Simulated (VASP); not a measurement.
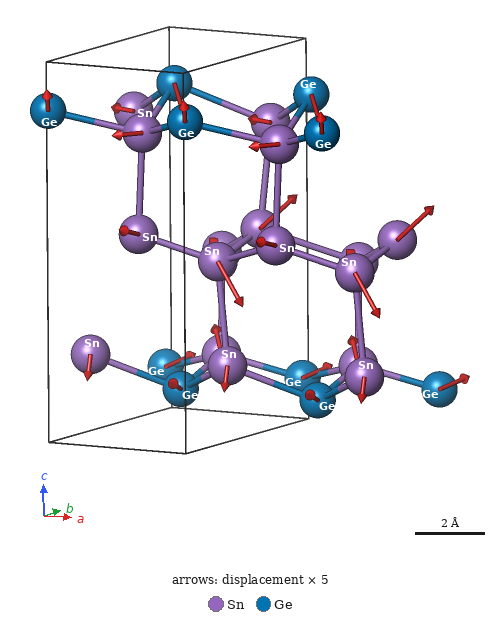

A relaxation of crystalline Sn$_{2}$Ge (a generated structure, set up in P1). The starting structure is drawn; red arrows show the displacements (the part carried along by the change of the cell is left out), 5 times their true length.

The picture is a ball-and-stick view of the cell of the calculation, reduced to other axes, repeated 2 × 1 × 1 with one cell outlined, seen from a free direction. Lengths and directions refer to the drawn axes.

The run lets cell and atoms move.

Level of theory: Kohn-Sham DFT of a periodic cell, PBE, VASP PAW PBE potentials, recommended (VASP).

Input file:
```
PREC = Normal
ENCUT = 520
EDIFF = 1E-5
ISMEAR = 0
SIGMA = 0.15
LREAL = Auto
LASPH = True
NELM = 80
ALGO = Fast
ISIF = 3
LWAVE = False
LCHARG = False
GGA = PE
IBRION = 2
NSW = 110
EDIFFG = -0.03
ISYM = 0
```

Run as
```bash
cat potpaw_PBE.64/Sn_d/POTCAR potpaw_PBE.64/Ge_d/POTCAR > POTCAR
mpirun -np 4 vasp_std > vasp.out
```

> What happened in the run?

The energy falls by 350 meV per atom in 45 geometry steps. The largest force component goes from 6.1 to 0.025 eV/Å. Pressure: 3.64 GPa at the start and −0.10 GPa at the end. The largest move relative to the cell is that of a Sn atom, 0.35 Å roughly along [1 2 1]. Largest moves by element: Sn 0.35 Å, Ge 0.34 Å. The drawn cell changes as follows: a 4.551 → 4.663 Å (+2.5 %), b 7.683 → 7.647 Å (−0.5 %), c 11.275 → 10.933 Å (−3.0 %), α 90.2° → 88.6°, β 90.5° → 90.0°, γ 90.3° → 90.0°; the volume changes by −1.1 %. Among the contacts that change: Sn–Sn 2.376 → 2.840 Å, Ge–Sn 2.344 → 2.724 Å, Sn–Sn 2.459 → 2.834 Å, Ge–Sn 3.092 → 2.724 Å. Among the angles between lasting bonds that change: Sn–Ge–Ge 123.0° → 107.8°, Sn–Sn–Sn 118.7° → 106.4°, Sn–Sn–Sn 98.8° → 110.7°. The space group stays P1 (No. 1).
